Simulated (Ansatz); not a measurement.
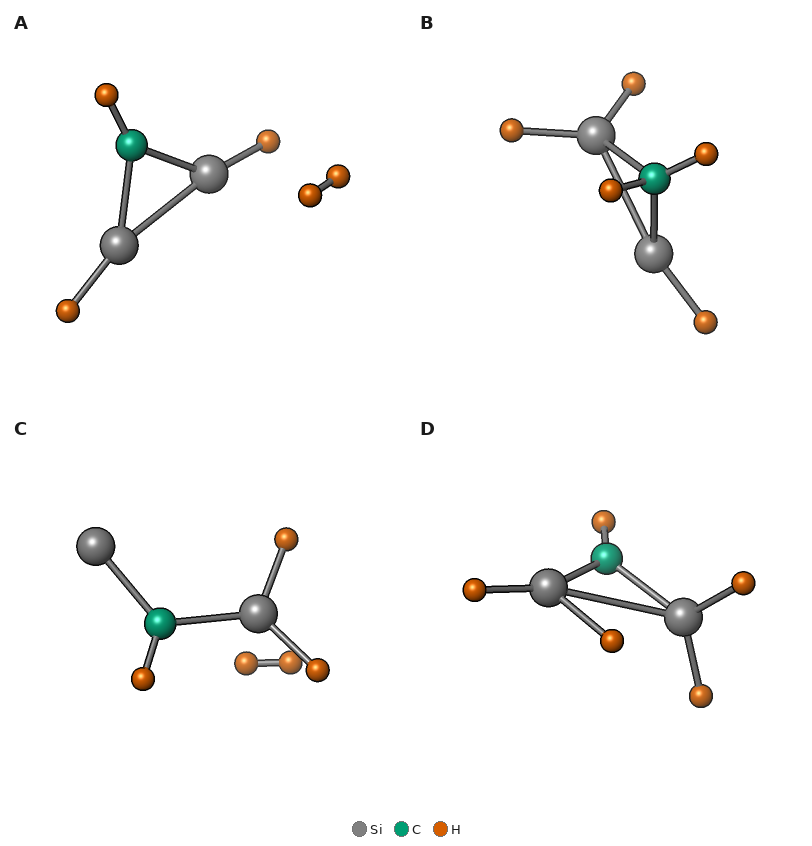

4 stationary structures of one formula. State: charge +1, singlet. Geometries: PBE0-D4/def2-TZVP. Electronic energies: PBE0-D4/def2-TZVP (Ansatz 0.2.0), without zero-point energy. No frequency run is at hand to confirm each as a minimum. Each is one conformer, not always the lowest.

Which structure is the most stable?

B is lowest (C1); D lies 0.187 eV above it (Cs), C lies 0.777 eV above it (C1), A lies 1.231 eV above it (C1).
